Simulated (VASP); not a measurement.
Band structure of RbBr (rock salt). Calculation: vdW-DF2, VASP's PBE PAW potentials (set 64) (plane waves; VASP).

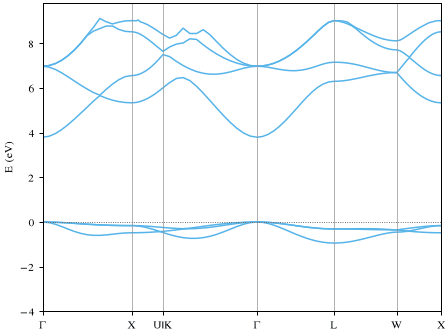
Figure. Bands along high-symmetry lines, zero at the valence-band maximum or, without a gap, the Fermi level

Task: Read the plot: is there a gap, and where are the band edges?

Result: The gap is direct, 3.80 eV, from the valence maximum at Γ to the conduction minimum at Γ. (Edges off the drawn lines would not show.)

Measured: gap 7.20 eV (computed value off by -3.40 eV), as given by Aguado et al., (1998), arXiv:cond-mat/9809176.

The compound is RbBr in the rock salt structure. It was relaxed first, which changed the volume by +5 %.
